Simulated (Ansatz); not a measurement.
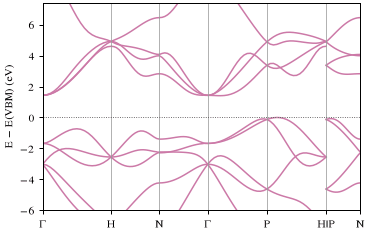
*Band structure from DFT-PBEsol in the program Ansatz with PAW potentials*

Task: Read off the gap and where the band edges lie.

Result: About 1.4 eV (1.41 eV by a search for the band edges); maximum on the P–H line, 17 % of the way from P, minimum on the Γ–P line, 21 % of the way from Γ.

The material is B in space group I4_132 (No. 214; B on 8a).

The start of the workflow was typed in or built on a structure type; neither database checked (COD, Materials Project) lists it. It is not the phase usual at ambient conditions (space group No. 166). The PBEsol relaxation kept the symmetry of its start; phonons on a q-mesh show weakly imaginary modes.

Potentials: the later of the program's two PAW sets.
